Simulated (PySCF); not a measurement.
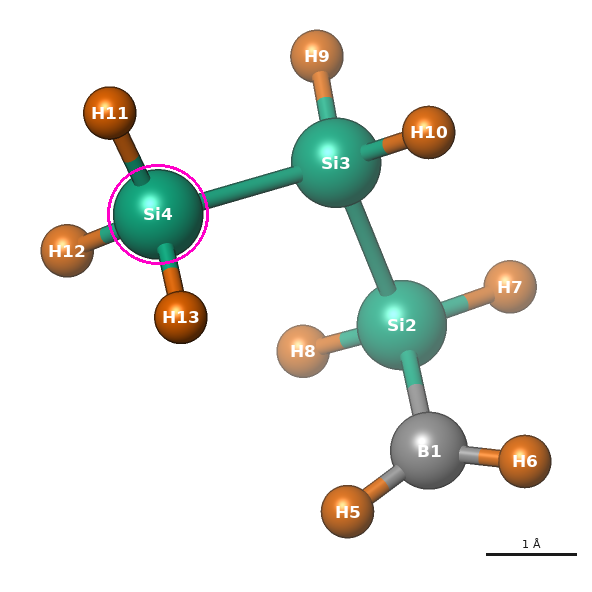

Orthographic view. Distant atoms are faded towards the background colour. Computed geometry: PBE0-D3(BJ)/def2-SVP optimisation. No frequency run is at hand to confirm it as a minimum.

> Which atoms are bonded to the circled atom?

The circled atom is Si4; it is bonded to Si3, H11, H12, H13.

> What is the shortest path along bonds from the circled atom to H5?

Si4–Si3–Si2–B1–H5, 4 bonds; through space the two are 4.01 Å apart.

> Of Si3 and H10, which is nearer the viewer?

H10; the bond to Si3 points away from the viewer, so it looks shorter than its 1.50 Å.
